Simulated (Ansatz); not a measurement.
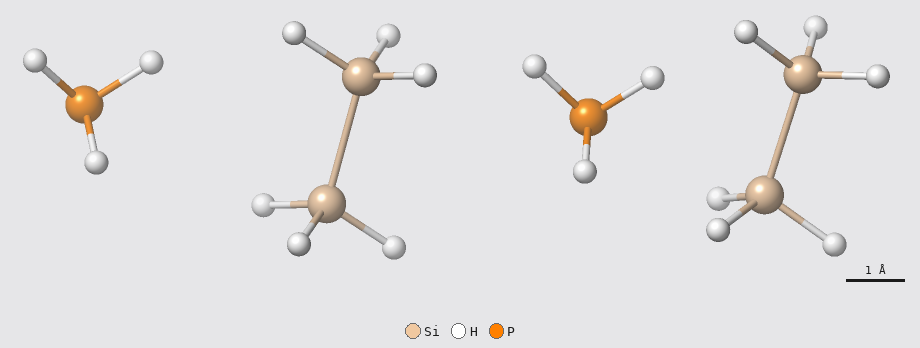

Two geometries of Si2PH9, drawn at one scale. One is the start of a relaxation, the other its converged end. A ball-and-stick model, seen at a tilt.

These are results of Ansatz, RKS PBE/6-31G*, not measurements. Set-up: no spin polarisation; force threshold 0.03 eV/Å; at most 50 steps.

> Which one is relaxed?

The left one is the relaxed one. The run prepares an end point of a later path (reaction) calculation, from a guessed geometry. The largest moves after the best rigid fit, 0.81 Å, are those of P and H atoms. By element the largest moves are H 0.81 Å, P 0.81 Å, Si 0.42 Å. Among the contacts that change: Si–Si 2.259 → 2.349 Å, H–P 1.427 → 1.436 Å, H–Si 1.507 → 1.501 Å. Bond angles that change, for instance: Si–Si–H 113.0° → 110.5°, Si–Si–H 113.1° → 110.9°, Si–Si–H 108.8° → 111.0°. Groups turn about Si–Si by about 30°. The energy falls by 0.243 eV in 9 accepted moves (11 points after the start). Largest force component: 1.3 eV/Å at the start, 0.027 eV/Å at the end. The line search rejected the trial steps at points 3, 9 of the run. The forces were under the threshold at step 4, but the run went on from there.

Limits of the set-up: the start holds two separate molecules, 2.3 Å apart at their closest, whose relative position is a soft coordinate and is computed without a dispersion correction.
